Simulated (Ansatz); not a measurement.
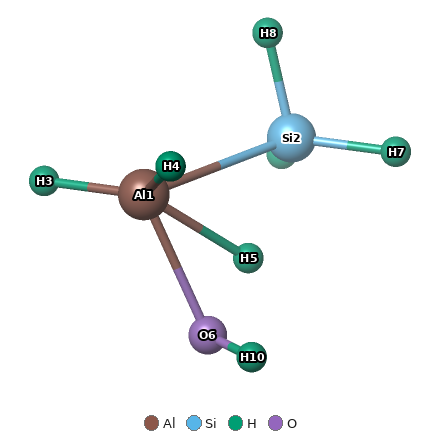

The system is the reacting system AlH₇OSi (fragments AlH₅Si + H₂O where the first distance is long, AlH₃O + H₄Si where the second is long); the picture shows the reference structure. 
- First axis: distance Al1–O6 (bond that forms). Second axis: distance H5–O6 (bond that breaks).
- Relaxed at each point: all other coordinates.
- Grid: 10 × 10 points. At 14 points there is no value.
- Points are written as (first, second).
- Energies are in eV, from the lowest grid point.
- Energies and slopes of some neighbouring points disagree (a jump in structure or state, or too coarse a mesh). The reference is spin-restricted, so regions where a bond is pulled apart into radicals lie too high.
- These are results of Ansatz 0.2.0, RKS B3LYP-D4/def2-SVP, not measurements.

Its coordinates:

```xyz
10

Al   -1.3955   -0.2698   -0.0062
Si    1.1488    0.1199   -0.8589
H    -1.8560   -1.7198   -0.4068
H    -2.1858    1.0895   -0.1390
H     0.3435   -0.0889    0.8207
O    -0.3317   -0.3107    1.8910
H     1.9092    1.3580   -0.5037
H     0.6539    0.3119   -2.2643
H     2.0873   -1.0410   -0.8710
H    -0.3736    0.5509    2.3381
```

Range: distance Al1–O6 (bond that forms) from 1.683 to 3.483 Å; distance H5–O6 (bond that breaks) from 0.873 to 2.373 Å.

**What landscape does the calculation give?**

The lowest grid point is at (1.683 Å, 2.168 Å). It lies on the edge of the grid, but the force there points inwards, so the minimum lies inside the range. Other grid points that lie below all their neighbours: (2.139 Å, 0.969 Å) (0.38 eV higher). The highest grid point, (2.998 Å, 1.777 Å), lies 3.76 eV above the lowest.

```csv
"second ↓, first →",1.683,1.798,1.958,2.139,2.336,2.546,2.767,2.998,3.237,3.483
2.373,–,–,0.41,1.10,1.88,–,–,–,–,–
2.168,0.00,0.01,0.49,1.16,1.93,2.68,3.37,0.70,–,–
1.969,0.15,0.16,0.61,1.25,1.99,2.72,3.36,0.94,0.98,–
1.777,0.23,0.35,0.77,1.39,2.09,2.75,3.32,3.76,1.18,–
1.592,0.66,0.61,1.00,1.55,2.15,2.71,3.12,3.41,3.64,–
1.417,1.04,0.92,1.26,1.65,1.95,2.28,2.57,2.79,2.97,3.11
1.253,1.53,1.32,1.31,1.48,1.42,1.66,1.86,2.03,2.16,2.27
1.102,1.24,0.83,0.64,0.67,0.81,0.98,1.15,1.29,1.41,1.51
0.969,1.07,0.62,0.38,0.38,0.50,0.67,0.83,0.96,1.04,–
0.873,1.39,0.93,0.69,0.69,0.81,0.97,1.12,1.22,1.33,–
```

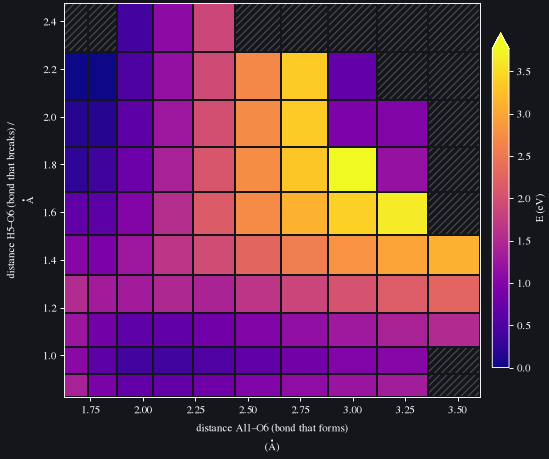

Drawn: one coloured cell a grid point, one colour for all values above the top of the scale, hatched blanks where no value was computed.

The whole map (86 points run) took 39 min on 1 thread of Arm Neoverse V2 (shared host).
